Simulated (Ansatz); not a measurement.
**Nudged elastic band, with input and output: C3H9B (part 2 of 2)**

C3H9B; RKS revPBE/def2-SVP (Ansatz 0.2.0). It belongs to a series of runs on one base structure; here: band between the two ends.

Geometry of the input (Å):
```
B  -0.2435  0.7552  0.1503
C  0.4145  -0.6724  0.0238
C  -0.2739  -1.8738  0.6977
C  0.0889  1.9541  -0.8183
H  0.9243  1.7871  -1.5289
H  -1.0353  0.9637  1.0652
H  0.6917  -0.8983  -1.0315
H  1.4110  -0.4866  0.5109
H  0.3441  -2.7954  0.6547
H  -0.4947  -1.6681  1.7658
H  -1.2428  -2.1079  0.2082
H  0.2491  2.9101  -0.2734
H  -0.8335  2.1322  -1.4247
```

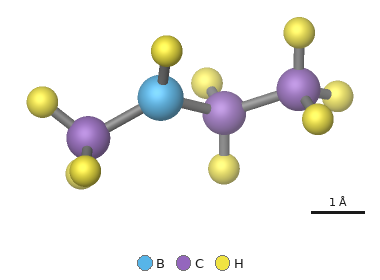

*The input geometry (ball-and-stick view, seen at a tilt).*

**What the program printed, continued**
```
NEB iter  36: max|band force component| = 2.287e-1 eV/Å  barrier→ = 2.4331 eV  barrier← = 0.4526 eV  CI = image 4  Δτ_max = 0.0239 Å  (131 SCF iters)
the calculation of the forces begins
reference -3928.07551608 eV, -144.3541126707 hartree; 16, 16 occupied and 85, 85 virtual orbitals, 1150 factors
1150 factors; their error is unknown
mean field evaluation 1472: about -3927.6985 eV, gradient 3.7e-2 eV
mean field -3927.65277878 eV, -144.3385773616 hartree, gradient 2.1e-5 eV, S^2 0.000000; 1 other end points of the search recorded, 0 dependent functions left out
the calculation of the forces begins
reference -3927.65282296 eV, -144.3385789852 hartree; 16, 16 occupied and 85, 85 virtual orbitals, 1150 factors
NEB iter  37: max|band force component| = 3.707e-2 eV/Å  barrier→ = 2.4326 eV  barrier← = 0.4521 eV  CI = image 4  Δτ_max = 0.0000 Å  (264 SCF iters)
```

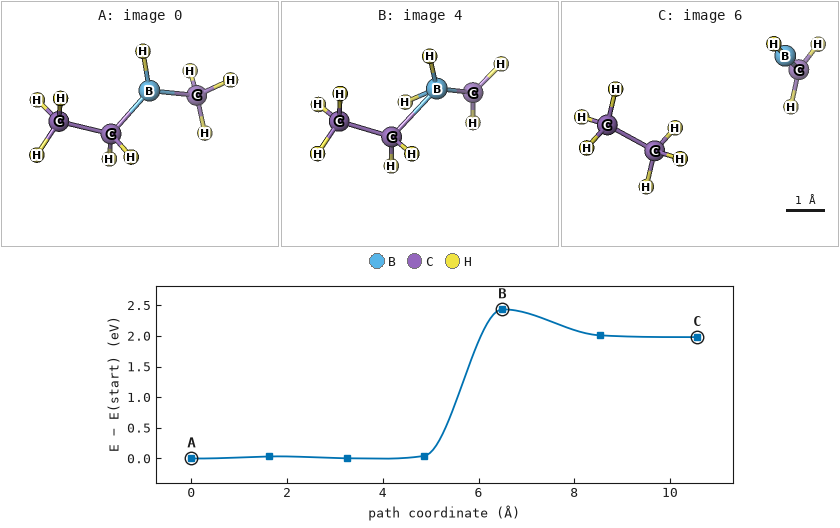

*Images of the last band (counted from 0; ball-and-stick, seen at a tilt) above the energy along the path; the line is a cubic interpolation that uses the forces.*

The highest image is number 4, 2.433 eV above the start and 0.452 eV above the end (the climbing image); the end lies 1.981 eV above the start. The path is 10.57 Å long. The band converged in 37 iterations.

```
Total energy: -3927.65282296 eV, -144.3385789852 hartree
Atom 0 at    -0.252680     1.062838     0.284413 Å, force     0.042019    -0.027154     0.014496 eV/Å
Atom 1 at     0.582233    -0.503518     0.038585 Å, force    -0.022855     0.012582    -0.012731 eV/Å
Atom 2 at    -0.155807    -1.762156     0.507872 Å, force     0.001093    -0.015163     0.011164 eV/Å
Atom 3 at    -0.110331     2.079060    -0.756459 Å, force    -0.024261     0.017037     0.009065 eV/Å
Atom 4 at    -0.416639     0.252092    -0.687680 Å, force     0.000944     0.007313    -0.016450 eV/Å
Atom 5 at    -0.904602     1.049924     1.305665 Å, force    -0.013573     0.005853     0.006157 eV/Å
Atom 6 at     1.094572    -0.655508    -0.936614 Å, force     0.004331    -0.000547     0.001554 eV/Å
Atom 7 at     1.389013    -0.223521     0.749983 Å, force    -0.000686     0.009511    -0.005003 eV/Å
Atom 8 at     0.540638    -2.621551     0.593599 Å, force     0.000201     0.002438     0.000639 eV/Å
Atom 9 at    -0.624731    -1.604924     1.499564 Å, force    -0.000908    -0.000437    -0.000196 eV/Å
Atom 10 at    -0.962443    -2.056067    -0.195776 Å, force     0.001591     0.000883    -0.002018 eV/Å
Atom 11 at     0.438331     1.923138    -1.702872 Å, force     0.005647    -0.011272     0.002451 eV/Å
Atom 12 at    -0.617551     3.060193    -0.700280 Å, force     0.006457    -0.001044    -0.009128 eV/Å
Dipole moment:     0.164439    -0.379173    -0.128072 e Å
this run last wrote the band of iteration 37 to [file]
```

**The last band as extended XYZ (Å, eV, eV/Å)**
```
13
Properties=species:S:1:pos:R:3:forces:R:3 image=0 energy=-3930.08541
B    -0.2435    0.7552    0.1503   -0.0058   0.0058  -0.0052
C     0.4145   -0.6724    0.0238    0.0066   0.0006  -0.0025
C    -0.2739   -1.8738    0.6977   -0.0030  -0.0066   0.0027
C     0.0889    1.9541   -0.8183   -0.0099   0.0198   0.0002
H     0.9243    1.7871   -1.5289   -0.0031   0.0010   0.0019
H    -1.0353    0.9637    1.0652    0.0001   0.0010   0.0025
H     0.6917   -0.8983   -1.0315    0.0001   0.0004   0.0000
H     1.4110   -0.4866    0.5109   -0.0011  -0.0019  -0.0002
H     0.3441   -2.7954    0.6547   -0.0009   0.0023  -0.0002
H    -0.4947   -1.6681    1.7658    0.0005  -0.0005  -0.0008
H    -1.2428   -2.1079    0.2082    0.0014   0.0009   0.0009
H     0.2491    2.9101   -0.2734   -0.0021  -0.0161  -0.0100
H    -0.8335    2.1322   -1.4247    0.0171  -0.0066   0.0106
13
Properties=species:S:1:pos:R:3:forces:R:3 image=1 energy=-3930.05291
B    -0.3474    0.7400    0.1117    0.0016   0.0006   0.0021
C     0.4686   -0.6127    0.1088   -0.0010  -0.0015  -0.0006
C    -0.2100   -1.8738    0.6816   -0.0002   0.0008  -0.0006
C    -0.0564    1.9193   -0.8975    0.0007   0.0000   0.0008
H     0.1385    1.5775   -1.9366    0.0104  -0.0020   0.0015
H    -1.1645    0.9099    1.0118    0.0043   0.0022   0.0053
H     0.9456   -0.8231   -0.8745   -0.0028  -0.0005  -0.0021
H     1.3310   -0.3339    0.7741    0.0013  -0.0019  -0.0029
H     0.4975   -2.7237    0.7815   -0.0017  -0.0009  -0.0021
H    -0.6469   -1.6806    1.6834    0.0016   0.0001   0.0005
H    -1.0394   -2.2163    0.0275   -0.0023   0.0015   0.0013
H     0.8999    2.3917   -0.5632   -0.0068   0.0073   0.0057
H    -0.8165    2.7255   -0.9089   -0.0051  -0.0058  -0.0088
13
Properties=species:S:1:pos:R:3:forces:R:3 image=2 energy=-3930.08223
B    -0.4336    0.6795    0.0137   -0.0029   0.0017   0.0024
C     0.4770   -0.6088    0.0881    0.0032   0.0024   0.0012
C    -0.0680   -1.8684    0.7856   -0.0016  -0.0004  -0.0009
C    -0.0553    1.9437   -0.8507    0.0030  -0.0013  -0.0029
H    -0.7850    1.9912   -1.6949   -0.0064  -0.0021   0.0041
H    -1.4808    0.7204    0.6537    0.0042   0.0007  -0.0014
H     0.8579   -0.8435   -0.9349    0.0029   0.0014   0.0020
H     1.4021   -0.2459    0.6082    0.0000  -0.0011   0.0040
H     0.6808   -2.6871    0.8294   -0.0009   0.0001  -0.0006
H    -0.3817   -1.6493    1.8276   -0.0021  -0.0004  -0.0016
H    -0.9606   -2.2676    0.2596    0.0008   0.0013  -0.0028
H     0.9631    1.9430   -1.2908   -0.0010  -0.0025  -0.0047
H    -0.2159    2.8928   -0.2946    0.0009   0.0001   0.0011
13
Properties=species:S:1:pos:R:3:forces:R:3 image=3 energy=-3930.04201
B    -0.1564    0.8186    0.3007    0.0137  -0.0246   0.0031
C     0.6497   -0.5362    0.1771   -0.0024  -0.0065   0.0155
C    -0.1225   -1.8119    0.5840    0.0129  -0.0033   0.0105
C    -0.2251    1.8647   -0.8638   -0.0182  -0.0288  -0.0147
H    -1.0256    1.3706   -1.4763   -0.0688   0.1321  -0.0946
H    -0.8215    1.0017    1.3157    0.0088  -0.0074   0.0005
H     1.1146   -0.6628   -0.8260    0.0028  -0.0009   0.0124
H     1.5089   -0.3931    0.8817    0.0153  -0.0132   0.0139
H     0.5307   -2.7094    0.5984    0.0026  -0.0090   0.0054
H    -0.5789   -1.7089    1.5902    0.0080  -0.0113   0.0135
H    -0.9496   -2.0242   -0.1268    0.0050   0.0003   0.0113
H     0.6586    1.9066   -1.5333    0.0213  -0.0044   0.0155
H    -0.5828    2.8844   -0.6216   -0.0012  -0.0229   0.0078
13
Properties=species:S:1:pos:R:3:forces:R:3 image=4 energy=-3927.65278
B    -0.2527    1.0628    0.2844    0.0420  -0.0272   0.0145
C     0.5822   -0.5035    0.0386   -0.0229   0.0126  -0.0127
C    -0.1558   -1.7622    0.5079    0.0011  -0.0152   0.0112
C    -0.1103    2.0791   -0.7565   -0.0243   0.0170   0.0091
H    -0.4166    0.2521   -0.6877    0.0009   0.0073  -0.0164
H    -0.9046    1.0499    1.3057   -0.0136   0.0059   0.0062
H     1.0946   -0.6555   -0.9366    0.0043  -0.0005   0.0016
H     1.3890   -0.2235    0.7500   -0.0007   0.0095  -0.0050
H     0.5406   -2.6216    0.5936    0.0002   0.0024   0.0006
H    -0.6247   -1.6049    1.4996   -0.0009  -0.0004  -0.0002
H    -0.9624   -2.0561   -0.1958    0.0016   0.0009  -0.0020
H     0.4383    1.9231   -1.7029    0.0056  -0.0113   0.0025
H    -0.6176    3.0602   -0.7003    0.0065  -0.0010  -0.0091
13
Properties=species:S:1:pos:R:3:forces:R:3 image=5 energy=-3928.07547
B    -0.6475    2.0008    0.3868    0.0135   0.0255   0.0144
C     0.6203   -0.9385   -0.1593    0.0006  -0.0067  -0.0018
C    -0.0808   -2.1164    0.5272    0.0030  -0.0144  -0.0013
C    -0.2707    2.7094   -0.7576   -0.0017   0.0181  -0.0123
H    -0.1195   -0.2295   -0.5923    0.0116  -0.0126   0.0009
H    -0.9889    1.4531    1.3940   -0.0188   0.0134  -0.0058
H     1.2662   -1.2685   -0.9995    0.0034  -0.0190  -0.0050
H     1.2665   -0.3745    0.5455   -0.0008  -0.0056  -0.0067
H     0.6504   -2.8478    0.9299    0.0005  -0.0074   0.0073
H    -0.7114   -1.7792    1.3764   -0.0001  -0.0021  -0.0009
H    -0.7427   -2.6622   -0.1769    0.0029  -0.0151   0.0024
H     0.3587    2.3008   -1.5650   -0.0082   0.0066   0.0072
H    -0.6006    3.7525   -0.9094   -0.0060   0.0192   0.0016
13
Properties=species:S:1:pos:R:3:forces:R:3 image=6 energy=-3928.10490
B    -0.6555    2.7570    0.4828    0.0076   0.0098  -0.0183
C     0.8100   -1.3380   -0.0856    0.0052   0.0055  -0.0021
C    -0.0889   -2.4535    0.4633   -0.0026   0.0006   0.0011
C    -0.5219    3.2161   -0.8285   -0.0121   0.0064  -0.0105
H     0.2150   -0.5315   -0.5637   -0.0049   0.0007  -0.0034
H    -0.7710    2.3699    1.6082   -0.0035  -0.0093   0.0210
H     1.5181   -1.7212   -0.8501    0.0000   0.0020   0.0003
H     1.4172   -0.8693    0.7174    0.0042  -0.0014   0.0022
H     0.5049   -3.2614    0.9395    0.0058  -0.0057   0.0042
H    -0.7961   -2.0706    1.2285   -0.0041   0.0027   0.0033
H    -0.6961   -2.9214   -0.3394   -0.0047  -0.0030  -0.0061
H     0.2395    2.8222   -1.5242   -0.0066   0.0065   0.0059
H    -1.1752    4.0018   -1.2483    0.0157  -0.0149   0.0025
```

**Key numbers**

| quantity | value |
| --- | --- |
| outcome | converged |
| barrier, forward | 2.433 eV |
| barrier, backward | 0.452 eV |
| wall time | 4 min (CPU time 7.6 min) |
| peak memory | 0.15 GiB |

**Notes**

The order of the saddle point was not checked.
